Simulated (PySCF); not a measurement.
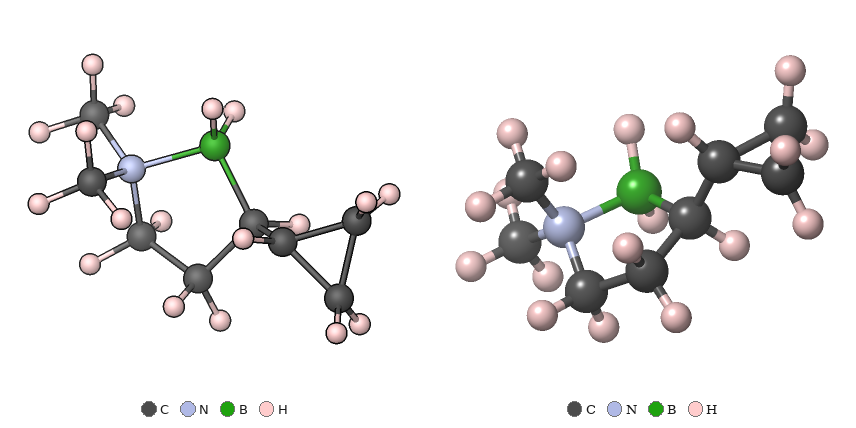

The same structure drawn twice, from different directions.

The geometry was computed by an optimisation with PBE0-D3(BJ)/def2-SVP. No frequency run is at hand to confirm it as a minimum.

Description:

Formula C8H18BN. Its SMILES string is `C[N+]1(C)[BH2-][C@@H](C2CC2)CC1`. Independent rings (smallest set): 1 of 3 members, 1 of 5 members. Among its groups: B–H bond. This geometry has C1 symmetry. Coordination, clear cases only: 5 C tetrahedral; 1 N tetrahedral; 1 B tetrahedral.

The parts below concern this one geometry. Atoms keep their numbers from picture to picture.

## Geometry

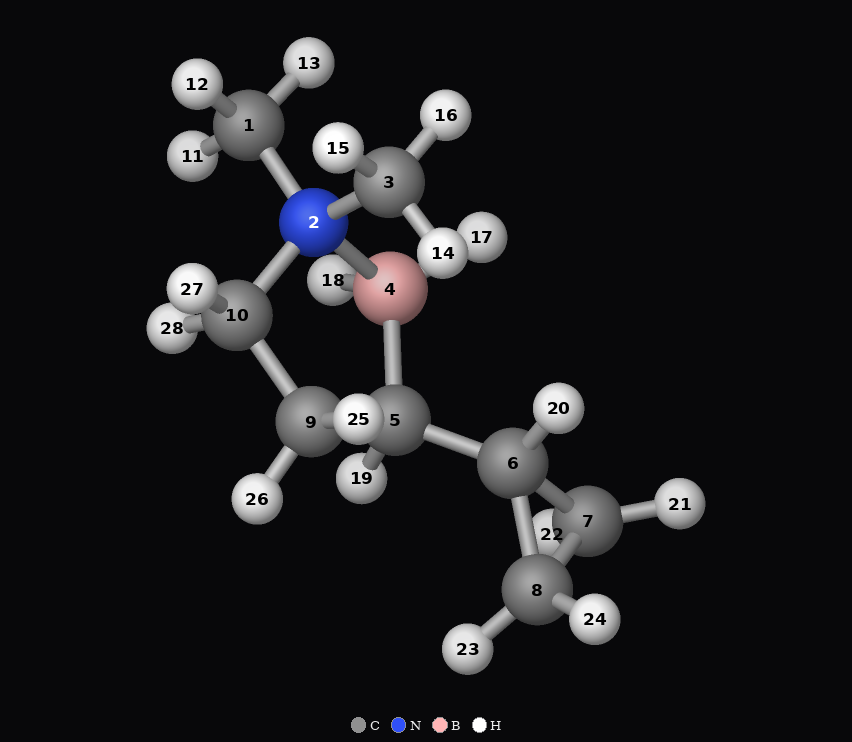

Numbered structure. No frequency run is at hand to confirm it as a minimum.

What are the angles C1–N2–C10, N2–C1–H11, N2–C3–H16, N2–C10–H27, C3–N2–B4, B4–C5–C9, C5–B4–H18, C5–C9–C10, C6–C5–C9, C8–C7–H22, C10–C9–H25, C10–C9–H26?

```csv
angle,degrees
C1–N2–C10,111.8
N2–C1–H11,109.1
N2–C3–H16,108.9
N2–C10–H27,110.4
C3–N2–B4,110.0
B4–C5–C9,105.5
C5–B4–H18,113.4
C5–C9–C10,106.3
C6–C5–C9,112.1
C8–C7–H22,117.9
C10–C9–H25,110.2
C10–C9–H26,110.3
```

## NMR shielding

The questions are on isotropic NMR shieldings of the C atoms. No frequency run is at hand to confirm it as a minimum. Properties computed with GIAO PBE0/pcSseg-1 NMR shielding, non-relativistic, IEF-PCM dimethylsulfoxide (PySCF 2.14.0).

Give the isotropic NMR shieldings of the C atoms atom by atom.

```tsv
atom	σ (ppm)
C1	132.4
C3	135.9
C5	151.4
C6	163.1
C7	178.9
C8	178.8
C9	151.4
C10	119.9
```

## Electronic properties

No frequency run is at hand to confirm it as a minimum. Level of theory: PBE0/pcSseg-1 in benzene (IEF-PCM) (PySCF 2.14.0).

Predict the main results.

- dipole moment: 5.32 D
- HOMO energy (Kohn–Sham orbital): −6.78 eV
- LUMO energy (Kohn–Sham orbital): 1.17 eV
- HOMO–LUMO gap: 7.95 eV

## Ring current

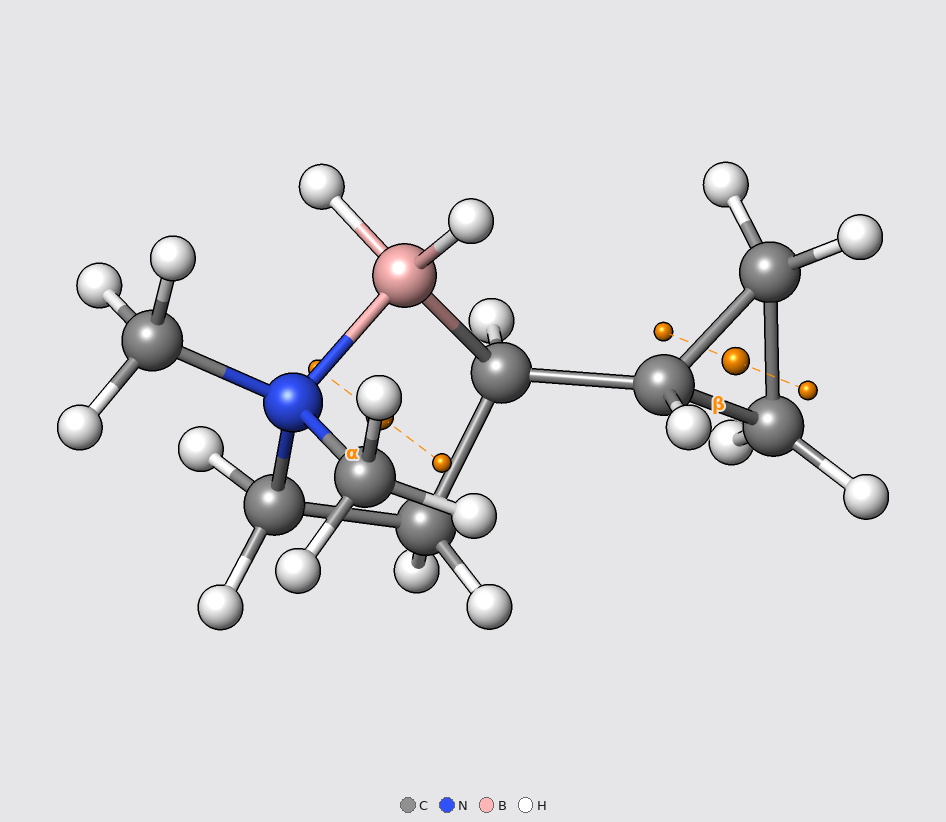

The small points mark where nucleus-independent chemical shifts (NICS) were computed: at the centre of each lettered ring and 1 Å above and below it. No frequency run is at hand to confirm it as a minimum. Properties computed with GIAO WP04/pcSseg-1 NMR shielding, non-relativistic, gas phase (PySCF 2.14.0).

Give NICS(0), NICS(1) and the out-of-plane component NICS(1)zz for each ring (means of the two sides).

```csv
ring,members,NICS(0),NICS(1),NICS(1)zz
α,C3BN,−5.1,−2.8,−2.0
β,C3,−40.7,−8.1,−20.1
```

Values in ppm.

**What do the values say about the ring currents?**

Ring α: weak, as in a non-aromatic ring. NICS is one index among several.

## Charges

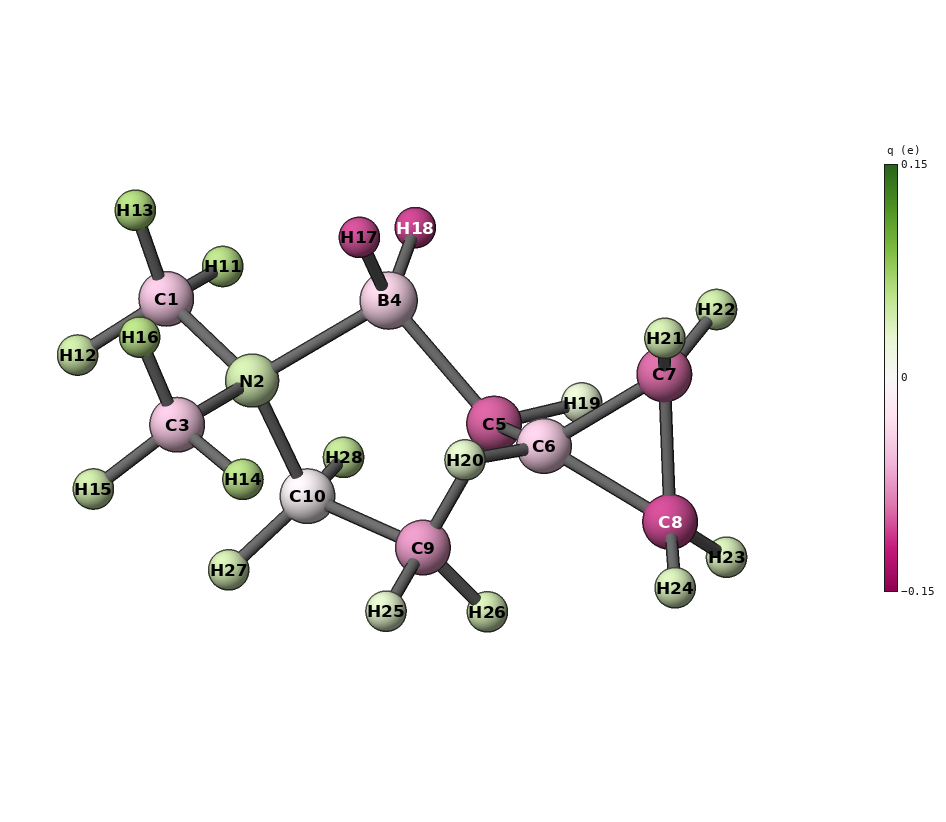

Atoms are coloured by their Hirshfeld charges. No frequency run is at hand to confirm it as a minimum. Properties computed with PBE0/pcSseg-1, gas phase (PySCF 2.14.0).

List the Hirshfeld charges.

| atom | value (e) |
| --- | --- |
| C1 | −0.05 |
| N2 | 0.04 |
| C3 | −0.05 |
| B4 | −0.04 |
| C5 | −0.10 |
| C6 | −0.04 |
| C7 | −0.09 |
| C8 | −0.10 |
| C9 | −0.07 |
| C10 | −0.01 |
| H11 | 0.06 |
| H12 | 0.04 |
| H13 | 0.06 |
| H14 | 0.06 |
| H15 | 0.04 |
| H16 | 0.06 |
| H17 | −0.10 |
| H18 | −0.10 |
| H19 | 0.03 |
| H20 | 0.03 |
| H21 | 0.04 |
| H22 | 0.04 |
| H23 | 0.04 |
| H24 | 0.04 |
| H25 | 0.03 |
| H26 | 0.04 |
| H27 | 0.04 |
| H28 | 0.05 |
